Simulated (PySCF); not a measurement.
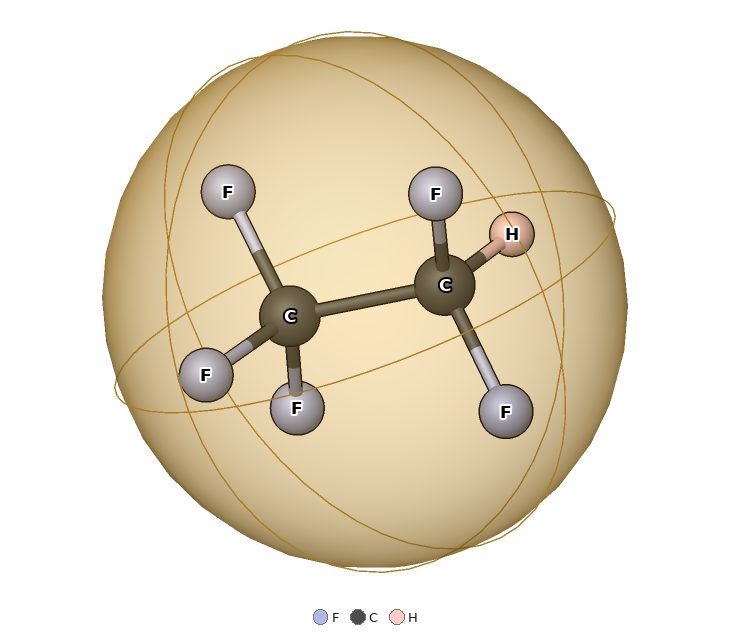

The ellipsoid shows the static dipole polarisability: its half-axes are proportional to the principal values. The geometry was computed by an optimisation with PBE0-D3(BJ)/def2-SVP. No frequency run is at hand to confirm it as a minimum. Method: ωB97X-D/def2-SVPD (PySCF 2.14.0).

Question: How large and how anisotropic is the polarisability?

Answer: Principal values 29.9, 31.0, 31.1 bohr³; mean 30.7 bohr³ (4.55 Å³); anisotropy 1.1 bohr³, so the longest axis is 1.04 times the shortest.
